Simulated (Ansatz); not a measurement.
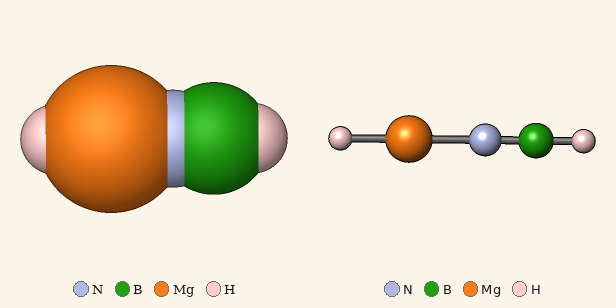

Two views of one molecule.

The geometry was computed by an optimisation with PBE0-D4/def2-TZVP. No frequency run is at hand to confirm it as a minimum.

Give the formula.

BH2MgN, 5 atoms: 1 boron, 2 hydrogen, 1 magnesium and 1 nitrogen.

Give the symmetry (Schoenflies symbol).

C∞v.

How many bonds of each kind are drawn?

1 B–N, 1 Mg–N, 1 B–H, 1 Mg–H. Sticks follow a distance rule.

How many sets of symmetry-equivalent atoms are there?

5: 1 N, 1 B, 1 Mg, 1 H, 1 H.

The parts below concern this one geometry. Atoms keep their numbers from picture to picture.

**Shape**

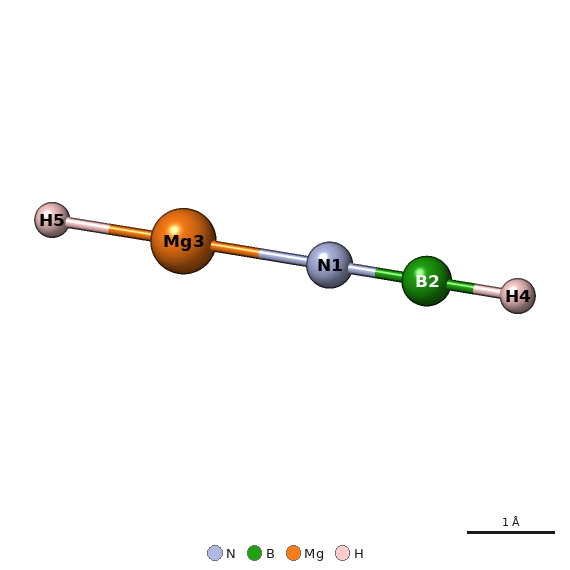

Atoms carry their numbers in the input. No frequency run is at hand to confirm it as a minimum.

List the bonds and their lengths.

| bond | length (Å) |
| --- | --- |
| N1–B2 | 1.253 |
| N1–Mg3 | 1.886 |
| B2–H4 | 1.175 |
| Mg3–H5 | 1.693 |

**Dipole moment**

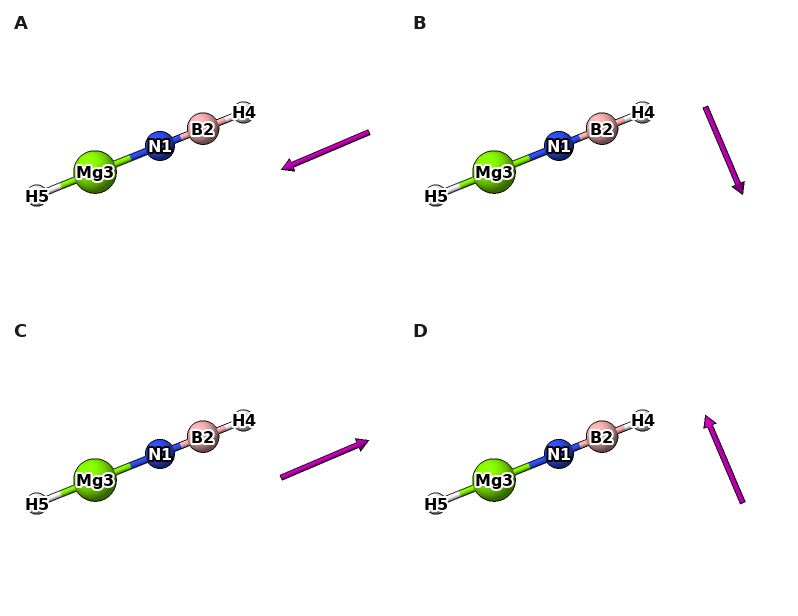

The same molecule four times, each with an arrow. No frequency run is at hand to confirm it as a minimum. Level of theory: RKS PBE0-D4/def2-TZVP (Ansatz 0.2.0).

Which arrow points along the dipole moment, from the negative to the positive end?

C. The dipole moment is 0.35 D; it points from the side of H5 to the side of H4 (the outermost atoms at the two ends).

**Electronic properties**

No frequency run is at hand to confirm it as a minimum. Method: RKS PBE0-D4/def2-TZVPP (Ansatz 0.2.0).

What is the HOMO energy (Kohn–Sham orbital)?

−7.77 eV.

What is the HOMO–LUMO gap?

7.34 eV.

**Charges**

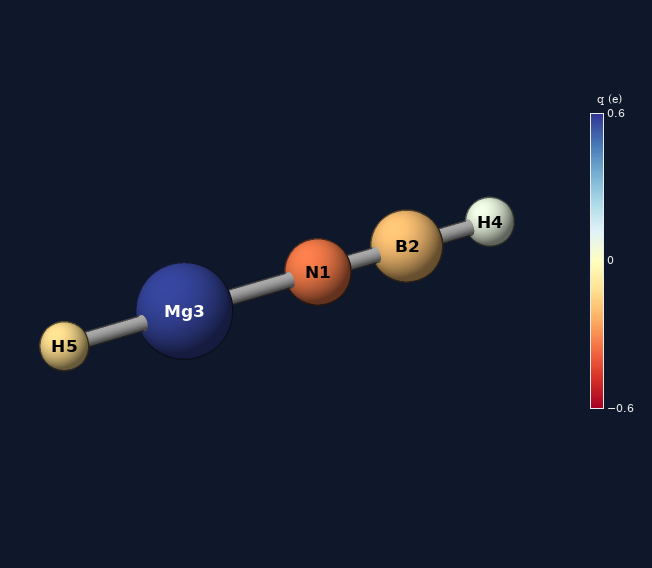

Atoms are coloured by their Mulliken charges. No frequency run is at hand to confirm it as a minimum. Properties computed with RKS PBE0-D4/def2-TZVP (Ansatz 0.2.0).

Give the Mulliken charges atom by atom.

| atom | value (e) |
| --- | --- |
| N1 | −0.33 |
| B2 | −0.19 |
| Mg3 | 0.57 |
| H4 | 0.07 |
| H5 | −0.12 |

Mulliken values depend strongly on the basis set and can even reverse the polarity of a bond.
